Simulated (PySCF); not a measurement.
C₅H₅F₂O (doublet)

```xyz
13

C    -2.3239   -0.0541    0.1304
C    -1.0349    0.4721   -0.4423
O    -0.9777    1.3253   -1.3120
C     0.1777   -0.1080    0.1085
F     0.0385   -1.0447    1.0660
C     1.4644    0.2454   -0.2982
C     2.5970   -0.2982    0.2118
F     3.7932    0.0842   -0.2209
H    -2.3510    0.1234    1.2039
H    -3.1660    0.4386   -0.3462
H    -2.3869   -1.1289   -0.0306
H     1.5210    1.0009   -1.0687
H     2.6441   -1.0556    0.9805
```

Geometry: GFN2-xTB.

These are results of UKS B3LYP, pcH-1 on C F H O, non-relativistic, mean-field spin-orbit, GIAO (PySCF), not measurements.

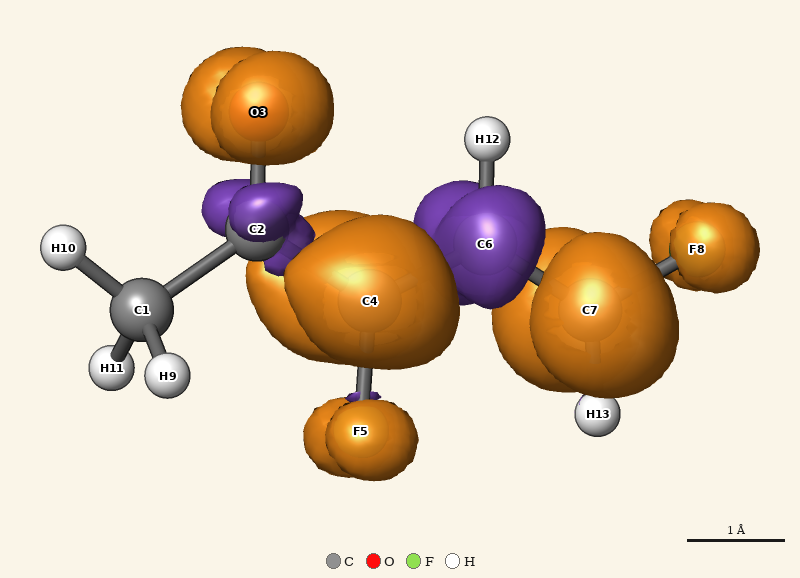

Figure 1. Isosurfaces of the spin density (α minus β) at +0.02 (orange) and −0.02 e/Å³ (purple), seen at a tilt.

Which atoms carry the spin?

Answer. The unpaired spin (1 electron) lies mostly on C4 (about 0.4), C7 (about 0.3), O3 (about 0.2) and F8 (about 0.1), in electrons by Hirshfeld's partition.

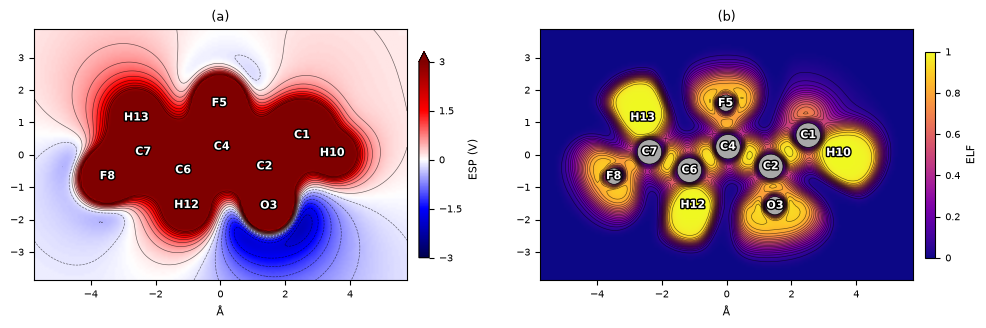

Figure 2. (a) molecular electrostatic potential; (b) ELF on the plane of atoms C1, C2 and C4. Grey discs cover the atomic cores in the ELF map.

What do the fields say about this system?

Answer. Atoms in the plane: C, O, F and H. C–O (1.22 Å): the ELF peaks at about 0.85 between the atoms: a multiple bond. C–F (1.33 Å): the ELF peaks at about 0.85 between the atoms: a polar covalent bond. C–C (1.36 Å): the ELF peaks at about 0.95 between the atoms (a covalent bond). C–H (1.08 Å): the ELF climbs to about 1 towards the hydrogen, as it does in any bond to H (a covalent bond by its length). C–C (1.45 Å): the ELF peaks at about 0.95 between the atoms (localised, covalent bonding). The ELF also peaks beside O3, F8 and F5, away from the bonds: non-bonding electrons, paired or unpaired. Outside the dense part of the molecule the potential is most negative (−2.1 V) near O3.

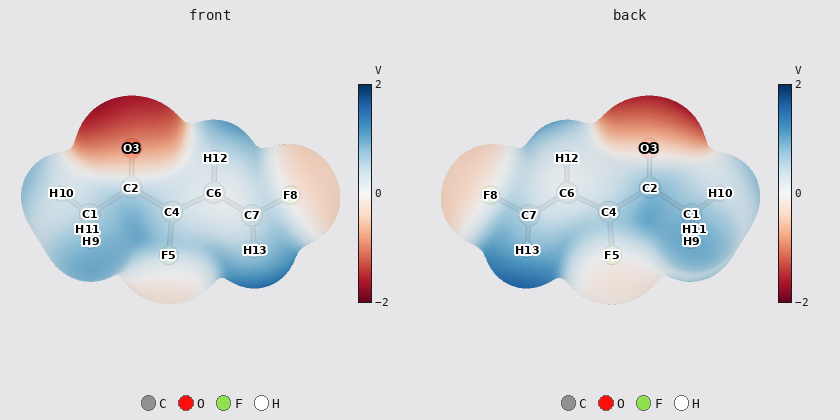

Figure 3. The electrostatic potential painted on the density surface at 0.002 e/bohr³, seen from the front and from behind; red is negative and blue positive.

Which sites attract a positive test charge, and which a negative one?

Answer. A positive charge is drawn to the negative regions and a negative charge to the positive ones. The most negative region (about −1.6 V) lies over O3, the most positive (about +1.5 V) over H13. O3 is the likeliest acceptor of a hydrogen bond.
